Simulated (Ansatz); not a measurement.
## Electronic structure of C2HN (triplet) in real space

The calculation's input:

```
basis:
  gaussian: {orbitals: def2-SVP}
crystal:
  periodic: [false, false, false]
  atoms:
    - {symbol: C, position_ang: [0.557530, -0.360710, 0.113220]}
    - {symbol: C, position_ang: [-0.512560, 0.297740, -0.082980]}
    - {symbol: N, position_ang: [-1.523420, 0.914290, -0.264090]}
    - {symbol: H, position_ang: [1.478450, -0.851310, 0.233850]}
hamiltonian: {xc: hf}
output: {forces: true, orbitals: {seedname: orbitals}}
magnetization: {spin_polarized: true, initial_magnetization: 2}
accuracy: high
```

Run with:

```sh
ansatz run job.yaml --threads 1 --pin off --max-ram 2610MiB --events-out events.jsonl --progress --plain --runs-dir runs
```

Geometry: GFN2-xTB; ⟨S²⟩ = 2.34, above the pure value of 2.00.

Level of theory: isolated molecule in a Gaussian basis; Hartree-Fock (Ansatz 0.2.0).

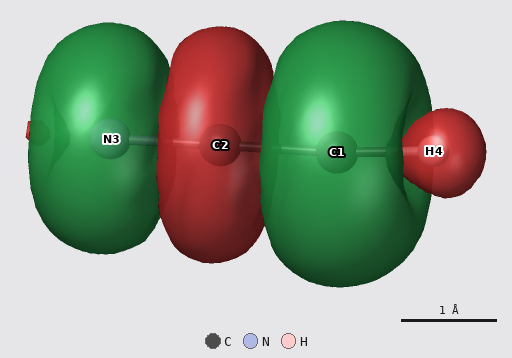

Figure 1. Isosurfaces of the spin density (α minus β) at +0.03 (green) and −0.03 e/Å³ (red), seen from one side.

Describe the spin distribution.

Answer. The unpaired spin (2 electrons) lies mostly on C1 (about 1.2) and N3 (about 1.1), in electrons by Hirshfeld's partition, with opposite, polarisation-induced spin on C2.

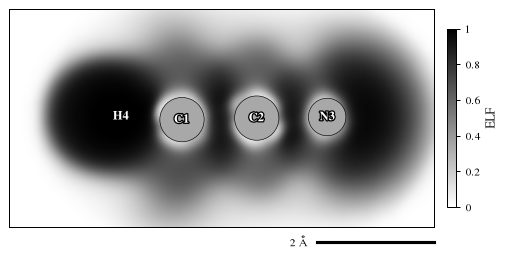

Figure 2. Electron localisation function on a plane that holds the molecular axis. Grey discs cover the atomic cores.

What does the map show?

Answer.
- The section cuts through C, N and H sites.
- C–N (1.20 Å): the ELF peaks at about 0.90 between the atoms (a multiple bond).
- C–C (1.27 Å): the ELF peaks at about 0.90 between the atoms: a short, multiple covalent bond.
- C–H (1.05 Å): the ELF climbs to about 1 towards the hydrogen, as it does in any bond to H; a covalent bond by its length.
- The ELF also peaks beside N3, away from the bonds: non-bonding electrons, paired or unpaired.

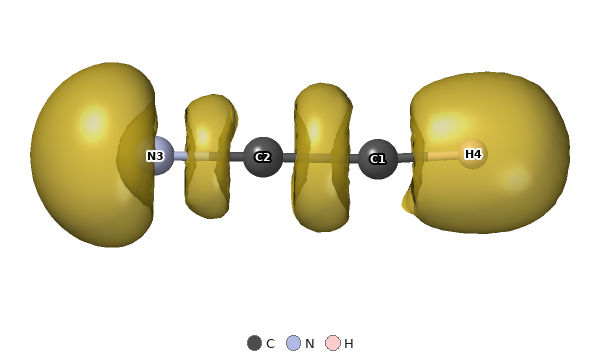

Figure 3. Isosurface of the electron localisation function at 0.75 (yellow), seen from one side. Core shells and regions of very low density are left out.

Describe the localisation domains.

Answer. At this value the surface marks out one region between bonded C–C atoms (shared pairs), one region between bonded C–N atoms (shared pairs), one region around a hydrogen nucleus and one lobe on N, pointing away from the bonds (non-bonding electrons).
